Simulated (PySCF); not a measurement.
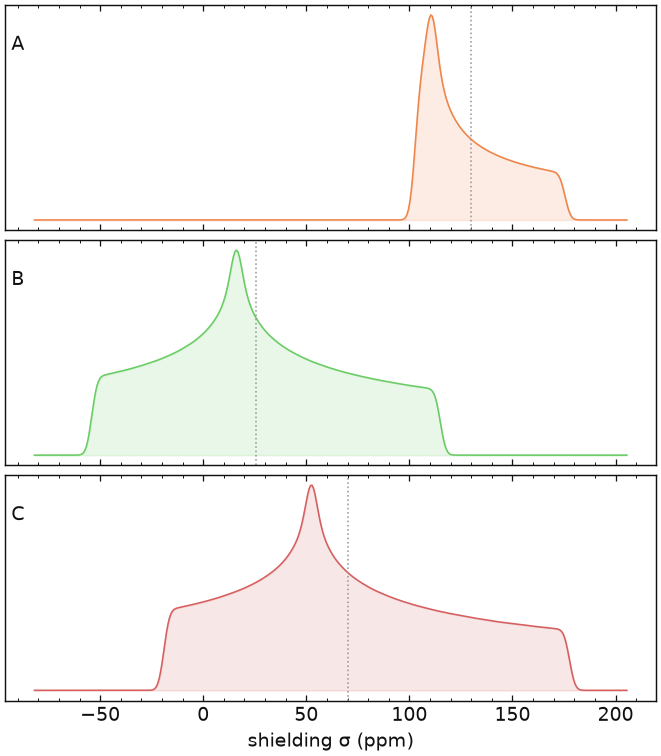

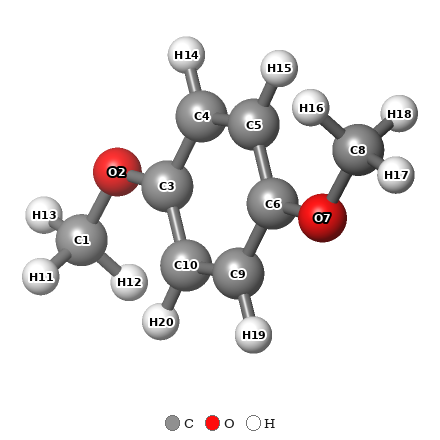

Static powder patterns (¹³C) from GIAO shielding tensors of C₈H₁₀O₂ (1,4-dimethoxybenzene), SMILES COc1ccc(OC)cc1, mPW1PW91/pcSseg-1 in PySCF 2.14.0, at a PBE0-D3(BJ)/def2-SVP geometry (no frequency check); absolute shielding, one fixed geometry of the isolated molecule without any motion, no dipolar terms. The dotted line is the isotropic value; skew is 3(σiso − σ22)/span.

Q: The panels belong to C6, C8 and C10. Which is which?

A: panel A: C8, σ11, σ22, σ33 = 103, 111, 175 ppm, isotropic 130, span 73 ppm, skew 0.78; panel B: C6, σ11, σ22, σ33 = −54, 16, 115 ppm, isotropic 26, span 169 ppm, skew 0.17; panel C: C10, σ11, σ22, σ33 = −19, 52, 178 ppm, isotropic 70, span 197 ppm, skew 0.27.

Caveats: one conformer of a flexible molecule.
